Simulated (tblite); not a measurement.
**C₂F₆O₃S: geometry relaxation**

The run: geometry relaxation of C₂F₆O₃S, SMILES O=S(=O)(OC(F)(F)F)C(F)(F)F. Method and program: GFN2-xTB geometry optimisation, gas phase (tblite 0.8.0).

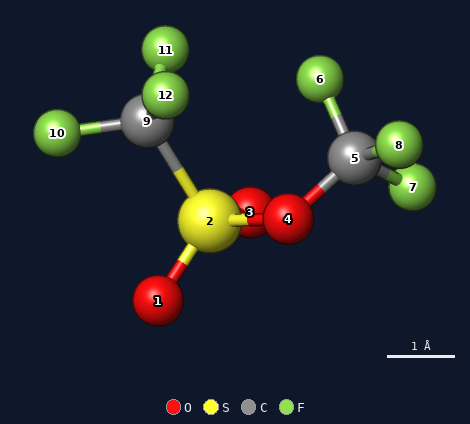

Figure 1. The structure as given in the input (ball-and-stick view, seen at a tilt; atoms are numbered from 1 in the order of the input). Bond lengths as drawn: C–F 1.34 to 1.37 Å, C–O 1.37 Å, C–S 1.84 Å and O–S 1.46 to 1.62 Å.

## Key numbers

```json
{"quantity": "outcome", "value": "converged"}
{"quantity": "total energy", "value": "−1309.5365 eV"}
{"quantity": "hardware", "value": "1 CPU thread, shared host"}
{"quantity": "wall time", "value": "1.3 s"}
{"quantity": "peak memory", "value": "0.18 GiB"}
```

## The input
```
{"job": {"xc": "GFN2-xTB", "basis": "xTB", "kind": "relax"}, "charge": 0, "multiplicity": 1}
O     -0.710600    -0.795100     2.248100
S     -0.257500    -0.724500     0.863200
O      0.328400    -1.920300     0.267500
O      0.855300     0.455000     0.824300
C      1.594000     0.527500    -0.332500
F      0.798900     0.382800    -1.419900
F      2.569100    -0.392900    -0.360000
F      2.170800     1.754700    -0.397500
C     -1.558400     0.018200    -0.207900
F     -2.822200    -0.193400     0.282300
F     -1.550900    -0.482500    -1.476400
F     -1.415800     1.369900    -0.317200
```

The first line tells a small driver script what to run in tblite; the rest is the geometry in Å.

Run as:
```bash
OMP_NUM_THREADS=1 python <driver script> task.json out
```

## The program's output
```
step      E/eV     max force
  0   -1309.02538    4.286
  1   -1309.41925    1.862
  2   -1309.46436    0.515
  3   -1309.46990    0.569
  4   -1309.47701    0.278
  5   -1309.48352    0.174
  6   -1309.48616    0.179
  7   -1309.49095    0.198
  8   -1309.49380    0.151
  9   -1309.49573    0.111
 10   -1309.49696    0.119
 11   -1309.49860    0.126
 12   -1309.50072    0.130
 13   -1309.50314    0.134
 14   -1309.50550    0.143
 15   -1309.50779    0.144
 16   -1309.50975    0.126
 17   -1309.51103    0.068
 18   -1309.51170    0.055
 19   -1309.51212    0.050
 20   -1309.51251    0.057
 21   -1309.51293    0.063
 22   -1309.51338    0.066
 23   -1309.51387    0.061
 24   -1309.51434    0.071
 25   -1309.51469    0.067
 26   -1309.51494    0.049
 27   -1309.51519    0.046
 28   -1309.51555    0.068
 29   -1309.51604    0.082
 30   -1309.51653    0.063
 31   -1309.51683    0.034
 32   -1309.51683    0.034
 33   -1309.51693    0.030
 34   -1309.51713    0.032
 35   -1309.51716    0.044
 36   -1309.51720    0.020
 37   -1309.51724    0.012
 38   -1309.51725    0.013
 39   -1309.51728    0.012
 40   -1309.51730    0.013
 41   -1309.51731    0.013
 42   -1309.51732    0.011
 43   -1309.51734    0.010
 44   -1309.51735    0.012
 45   -1309.51737    0.011
 46   -1309.51738    0.008
 47   -1309.51739    0.008
 48   -1309.51739    0.007
 49   -1309.51740    0.006
 50   -1309.51740    0.006
 51   -1309.51741    0.007
 52   -1309.51742    0.007
 53   -1309.51742    0.006
 54   -1309.51742    0.005
 55   -1309.51743    0.007
 56   -1309.51743    0.007
 57   -1309.51744    0.008
 58   -1309.51745    0.008
 59   -1309.51746    0.009
 60   -1309.51747    0.015
 61   -1309.51749    0.018
 62   -1309.51751    0.013
 63   -1309.51752    0.010
 64   -1309.51752    0.010
 65   -1309.51753    0.009
 66   -1309.51754    0.010
 67   -1309.51754    0.007
 68   -1309.51755    0.006
 69   -1309.51755    0.007
 70   -1309.51756    0.008
 71   -1309.51757    0.010
 72   -1309.51757    0.008
 73   -1309.51758    0.007
 74   -1309.51759    0.006
 75   -1309.51759    0.006
 76   -1309.51760    0.005
 77   -1309.51760    0.004
 78   -1309.51760    0.005
 79   -1309.51761    0.007
 80   -1309.51761    0.005
 81   -1309.51761    0.007
 82   -1309.51762    0.007
 83   -1309.51762    0.010
 84   -1309.51764    0.017
 85   -1309.51767    0.025
 86   -1309.51772    0.028
 87   -1309.51777    0.024
 88   -1309.51785    0.025
 89   -1309.51791    0.023
 90   -1309.51798    0.032
 91   -1309.51795    0.041
 92   -1309.51792    0.119
 93   -1309.51816    0.021
 94   -1309.51827    0.019
 95   -1309.51440    0.417
 96   -1309.51837    0.018
 97   -1309.51847    0.017
 98   -1309.51332    0.359
 99   -1309.51865    0.025
100   -1309.51880    0.046
101   -1309.51501    0.430
102   -1309.51902    0.038
103   -1309.51920    0.038
104   -1309.51253    0.558
105   -1309.51953    0.021
106   -1309.51981    0.017
107   -1309.50955    0.480
108   -1309.51981    0.027
109   -1309.52018    0.045
110   -1309.50757    0.703
111   -1309.52049    0.043
112   -1309.52076    0.046
113   -1309.51346    0.590
114   -1309.52129    0.037
115   -1309.52175    0.042
116   -1309.51369    0.613
117   -1309.52235    0.039
118   -1309.52285    0.047
119   -1309.51334    0.641
120   -1309.52347    0.048
121   -1309.52398    0.057
122   -1309.51353    0.655
123   -1309.52465    0.057
124   -1309.52516    0.067
125   -1309.51432    0.655
126   -1309.52588    0.067
127   -1309.52641    0.074
128   -1309.51557    0.642
129   -1309.52718    0.072
130   -1309.52773    0.078
131   -1309.52152    0.525
132   -1309.52866    0.075
133   -1309.52924    0.084
134   -1309.52749    0.369
135   -1309.53033    0.088
136   -1309.53084    0.097
137   -1309.53134    0.226
138   -1309.53224    0.101
139   -1309.53277    0.076
140   -1309.53438    0.059
141   -1309.53492    0.041
142   -1309.53519    0.056
143   -1309.53533    0.020
144   -1309.53536    0.069
145   -1309.53550    0.043
146   -1309.53587    0.023
147   -1309.53612    0.030
148   -1309.53626    0.021
149   -1309.53630    0.019
150   -1309.53633    0.015
151   -1309.53636    0.015
152   -1309.53638    0.011
153   -1309.53640    0.009
154   -1309.53641    0.008
155   -1309.53642    0.010
156   -1309.53643    0.008
157   -1309.53643    0.008
158   -1309.53644    0.007
159   -1309.53645    0.007
160   -1309.53645    0.006
161   -1309.53646    0.005
162   -1309.53646    0.005
163   -1309.53646    0.004
164   -1309.53646    0.003
```

## Trajectory as extended XYZ (Å, eV, eV/Å), 12 frames, from step=0 to step=164
```
12
Properties=species:S:1:pos:R:3:forces:R:3 step=0 energy=-1309.02538
O    -0.7106   -0.7951    2.2481    0.6030   0.3700  -2.8910
S    -0.2575   -0.7245    0.8632    0.8840  -3.2270   2.6780
O     0.3284   -1.9203    0.2675   -1.3380   2.2990   0.7020
O     0.8553    0.4550    0.8243    0.7140   0.3910  -1.4080
C     1.5940    0.5275   -0.3325    0.1470   0.4790   0.6880
F     0.7989    0.3828   -1.4199    1.0040   0.0600   0.8230
F     2.5691   -0.3929   -0.3600   -0.8930   0.8690  -0.2270
F     2.1708    1.7547   -0.3975   -0.5760  -1.3690  -0.0950
C    -1.5584    0.0182   -0.2079   -2.4380   1.1270  -1.8300
F    -2.8222   -0.1934    0.2823    1.7980   0.1040  -0.3900
F    -1.5509   -0.4825   -1.4764    0.0690   0.3900   1.6300
F    -1.4158    1.3699   -0.3172    0.0260  -1.4930   0.3200
12
Properties=species:S:1:pos:R:3:forces:R:3 step=14 energy=-1309.50550
O    -0.7234   -0.7588    2.1858    0.0340  -0.0210   0.0230
S    -0.2669   -0.7447    0.8570   -0.0140  -0.0090   0.0100
O     0.2405   -1.8920    0.2167    0.0340  -0.0350  -0.0190
O     0.8534    0.4696    0.7697    0.0080   0.0830  -0.0440
C     1.6269    0.5433   -0.3118    0.0670   0.0590   0.0140
F     0.9226    0.3896   -1.4394    0.0380  -0.1340   0.0340
F     2.5957   -0.3571   -0.3174   -0.0300  -0.0870  -0.0600
F     2.2001    1.7314   -0.3902    0.0270   0.1160   0.0730
C    -1.6163    0.0232   -0.2189   -0.0660   0.0180  -0.0450
F    -2.7779   -0.2313    0.3561   -0.0330   0.0290   0.0030
F    -1.6038   -0.5053   -1.4250   -0.0260  -0.0340  -0.0210
F    -1.4496    1.3313   -0.3087   -0.0380   0.0150   0.0320
12
Properties=species:S:1:pos:R:3:forces:R:3 step=29 energy=-1309.51604
O    -0.6841   -0.7726    2.1725    0.0120  -0.0120  -0.0240
S    -0.2692   -0.7324    0.8298    0.0210   0.0110  -0.0210
O     0.2466   -1.8602    0.1606   -0.0050  -0.0150   0.0080
O     0.8293    0.5058    0.7255   -0.0420   0.0540   0.0450
C     1.6672    0.5464   -0.3092   -0.0470  -0.0100   0.0320
F     1.0238    0.3577   -1.4650   -0.0050  -0.0250  -0.0550
F     2.6223   -0.3666   -0.2399    0.0240   0.0040  -0.0110
F     2.2491    1.7331   -0.3776    0.0060  -0.0300   0.0140
C    -1.6709    0.0178   -0.2055    0.0110   0.0130  -0.0050
F    -2.8180   -0.2351    0.3987    0.0310  -0.0040   0.0030
F    -1.6819   -0.5204   -1.4082    0.0040  -0.0020   0.0130
F    -1.5131    1.3259   -0.3078   -0.0090   0.0140   0.0030
12
Properties=species:S:1:pos:R:3:forces:R:3 step=44 energy=-1309.51735
O    -0.6772   -0.7830    2.1656   -0.0020  -0.0010  -0.0010
S    -0.2661   -0.7287    0.8225    0.0000   0.0010  -0.0060
O     0.2568   -1.8493    0.1468    0.0000   0.0040   0.0010
O     0.8160    0.5235    0.7192   -0.0040   0.0010  -0.0040
C     1.6650    0.5443   -0.3069    0.0040   0.0020  -0.0010
F     1.0376    0.3427   -1.4704   -0.0090  -0.0080   0.0030
F     2.6164   -0.3713   -0.2148    0.0070  -0.0010   0.0020
F     2.2551    1.7259   -0.3829    0.0060   0.0040   0.0000
C    -1.6736    0.0213   -0.2036    0.0050  -0.0050   0.0050
F    -2.8131   -0.2399    0.4109   -0.0020   0.0030  -0.0060
F    -1.6903   -0.5168   -1.4062   -0.0010   0.0050   0.0030
F    -1.5254    1.3306   -0.3063   -0.0030  -0.0050   0.0040
12
Properties=species:S:1:pos:R:3:forces:R:3 step=59 energy=-1309.51746
O    -0.6763   -0.7843    2.1651    0.0010   0.0000  -0.0040
S    -0.2653   -0.7273    0.8219   -0.0040   0.0010  -0.0080
O     0.2597   -1.8457    0.1443   -0.0050  -0.0030   0.0060
O     0.8155    0.5264    0.7184   -0.0040  -0.0030   0.0020
C     1.6656    0.5422   -0.3071   -0.0030   0.0040   0.0030
F     1.0380    0.3315   -1.4689    0.0050  -0.0040  -0.0010
F     2.6194   -0.3704   -0.2079   -0.0020   0.0050  -0.0030
F     2.2528    1.7248   -0.3906    0.0060   0.0000  -0.0030
C    -1.6745    0.0225   -0.2025   -0.0020  -0.0020   0.0010
F    -2.8154   -0.2447    0.4068    0.0020   0.0000   0.0070
F    -1.6886   -0.5085   -1.4083    0.0070   0.0030  -0.0010
F    -1.5295    1.3328   -0.2972   -0.0010  -0.0020   0.0010
12
Properties=species:S:1:pos:R:3:forces:R:3 step=74 energy=-1309.51759
O    -0.6756   -0.7787    2.1647    0.0020   0.0010   0.0020
S    -0.2676   -0.7259    0.8206    0.0040  -0.0020   0.0030
O     0.2540   -1.8471    0.1452    0.0020  -0.0040   0.0000
O     0.8131    0.5270    0.7107   -0.0010   0.0020  -0.0030
C     1.6687    0.5391   -0.3103    0.0020   0.0000   0.0010
F     1.0507    0.3122   -1.4741    0.0010   0.0030   0.0050
F     2.6286   -0.3653   -0.1960   -0.0020  -0.0030  -0.0020
F     2.2483    1.7250   -0.4020    0.0000   0.0000  -0.0010
C    -1.6773    0.0246   -0.1995   -0.0030   0.0020  -0.0020
F    -2.8180   -0.2612    0.4017   -0.0020  -0.0010   0.0000
F    -1.6818   -0.4874   -1.4135    0.0010  -0.0010  -0.0020
F    -1.5420    1.3371   -0.2734   -0.0040   0.0040   0.0000
12
Properties=species:S:1:pos:R:3:forces:R:3 step=89 energy=-1309.51791
O    -0.6647   -0.7423    2.1709    0.0010  -0.0060  -0.0040
S    -0.2694   -0.7078    0.8223   -0.0160  -0.0020  -0.0110
O     0.2432   -1.8379    0.1546    0.0080  -0.0010   0.0110
O     0.8090    0.5436    0.6853    0.0020   0.0100   0.0030
C     1.6820    0.5291   -0.3210   -0.0050   0.0040  -0.0010
F     1.0797    0.2967   -1.4907    0.0040  -0.0090  -0.0170
F     2.6272   -0.3867   -0.1781   -0.0050  -0.0040  -0.0020
F     2.2801    1.7054   -0.4189    0.0020   0.0060   0.0060
C    -1.6916    0.0253   -0.1926    0.0110   0.0000   0.0060
F    -2.8271   -0.3426    0.3744    0.0100   0.0120  -0.0170
F    -1.6515   -0.4283   -1.4294   -0.0060   0.0040   0.0180
F    -1.6158    1.3448   -0.2029   -0.0060  -0.0150   0.0060
12
Properties=species:S:1:pos:R:3:forces:R:3 step=104 energy=-1309.51253
O    -0.6313   -0.6422    2.1848    0.0350   0.0090  -0.0560
S    -0.2808   -0.6599    0.8228    0.0400   0.0080   0.0210
O     0.2191   -1.8130    0.1848   -0.0450   0.0390   0.0120
O     0.7727    0.5970    0.5722    0.0430  -0.0420  -0.0960
C     1.7180    0.4895   -0.3658   -0.0060  -0.0260   0.0140
F     1.2107    0.1691   -1.5590    0.0390   0.0010   0.1180
F     2.6408   -0.4192   -0.0733   -0.1110   0.0850  -0.0230
F     2.3367    1.6523   -0.5082   -0.0140  -0.0450   0.0140
C    -1.7358    0.0375   -0.1561   -0.2490   0.1290  -0.1520
F    -2.8437   -0.5812    0.2529    0.4070   0.2680  -0.2130
F    -1.5576   -0.1757   -1.4558   -0.1480   0.1170   0.4830
F    -1.8477    1.3451    0.0747    0.0110  -0.5440  -0.1230
12
Properties=species:S:1:pos:R:3:forces:R:3 step=119 energy=-1309.51334
O    -0.5914   -0.5929    2.1918    0.0300   0.0120  -0.1050
S    -0.2838   -0.6395    0.8193    0.0430   0.0390   0.0750
O     0.2119   -1.8029    0.1979   -0.0390   0.0390  -0.0120
O     0.7318    0.6327    0.4882    0.1160  -0.1160  -0.1510
C     1.7276    0.4710   -0.3906   -0.0040  -0.0460   0.0180
F     1.2908    0.0947   -1.5958    0.0400   0.0050   0.2090
F     2.6249   -0.4296    0.0033   -0.1630   0.1550  -0.0670
F     2.3634    1.6220   -0.5544   -0.0140  -0.0670   0.0270
C    -1.7584    0.0394   -0.1340   -0.2930   0.1690  -0.1930
F    -2.8438   -0.6740    0.1721    0.4520   0.3510  -0.1900
F    -1.5263   -0.0336   -1.4441   -0.1900   0.0650   0.5980
F    -1.9456    1.3118    0.2202    0.0210  -0.6050  -0.2100
12
Properties=species:S:1:pos:R:3:forces:R:3 step=134 energy=-1309.52749
O    -0.5363   -0.5443    2.1925    0.0070  -0.0030  -0.0840
S    -0.2835   -0.6196    0.8101    0.0200   0.0290   0.0530
O     0.1985   -1.7930    0.1972   -0.0220   0.0340  -0.0090
O     0.6940    0.6597    0.3985    0.1110  -0.1040  -0.0890
C     1.7371    0.4531   -0.4109   -0.0010  -0.0360   0.0220
F     1.3698    0.0142   -1.6156    0.0310   0.0160   0.1510
F     2.6044   -0.4272    0.0825   -0.1020   0.1150  -0.0680
F     2.3873    1.5927   -0.5938   -0.0090  -0.0500   0.0060
C    -1.7820    0.0431   -0.1122   -0.1750   0.1040  -0.1000
F    -2.8361   -0.7382    0.0962    0.2560   0.2230  -0.0740
F    -1.5166    0.0945   -1.4117   -0.1160   0.0010   0.3500
F    -2.0354    1.2644    0.3411    0.0000  -0.3290  -0.1580
12
Properties=species:S:1:pos:R:3:forces:R:3 step=149 energy=-1309.53630
O    -0.4920   -0.5100    2.1820   -0.0020   0.0110  -0.0020
S    -0.2860   -0.5962    0.7932   -0.0010   0.0020  -0.0010
O     0.1618   -1.7804    0.1755    0.0080   0.0110  -0.0130
O     0.6881    0.6681    0.3317   -0.0020   0.0020  -0.0020
C     1.7625    0.4324   -0.4224    0.0010  -0.0030   0.0040
F     1.4507   -0.0849   -1.6069   -0.0110  -0.0080  -0.0010
F     2.6193   -0.3997    0.1568    0.0100  -0.0060   0.0000
F     2.4046    1.5682   -0.6504   -0.0020   0.0000   0.0110
C    -1.8107    0.0598   -0.0908    0.0010  -0.0070   0.0040
F    -2.8130   -0.7897    0.0521   -0.0010  -0.0030   0.0030
F    -1.5394    0.2064   -1.3741   -0.0030   0.0020   0.0000
F    -2.1447    1.2253    0.4275    0.0010  -0.0010  -0.0020
12
Properties=species:S:1:pos:R:3:forces:R:3 step=164 energy=-1309.53646
O    -0.4932   -0.5065    2.1806   -0.0010   0.0020  -0.0020
S    -0.2847   -0.5916    0.7921   -0.0010  -0.0010  -0.0010
O     0.1661   -1.7733    0.1721    0.0000   0.0000  -0.0010
O     0.6911    0.6722    0.3346    0.0000   0.0000  -0.0010
C     1.7637    0.4312   -0.4208    0.0000   0.0010   0.0020
F     1.4462   -0.0808   -1.6063    0.0010   0.0000   0.0010
F     2.6167   -0.4075    0.1545   -0.0010  -0.0010   0.0000
F     2.4124    1.5639   -0.6451    0.0000   0.0010  -0.0010
C    -1.8120    0.0588   -0.0917   -0.0010   0.0010  -0.0010
F    -2.8098   -0.7956    0.0554    0.0030   0.0010   0.0010
F    -1.5445    0.2046   -1.3759   -0.0010  -0.0020   0.0010
F    -2.1509    1.2239    0.4244    0.0020  -0.0020   0.0020
```
